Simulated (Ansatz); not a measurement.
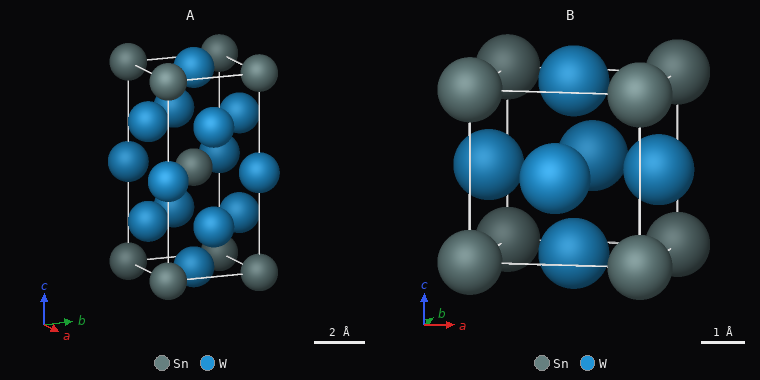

Two structures of SnW3, each relaxed to rest (conventional cells in solid outline, small ones repeated, not to one scale). Method: Ansatz 0.2.0, DFT PBE, scalar-relativistic, plane waves, PAW, without spin polarisation.

> What structure does each panel show?

A: 8 atoms a cell on a body-centred tetragonal lattice, I4/mmm. B: Cu₃Au (L1₂) type, Pm-3m.

> Which has the lower energy, and by how much?

A is lower, by 55 meV/atom at this level of theory (energies at zero smearing). Volumes: A 17.2, B 17.2 Å³/atom.

One or both may be structure types tried for this composition rather than known phases.
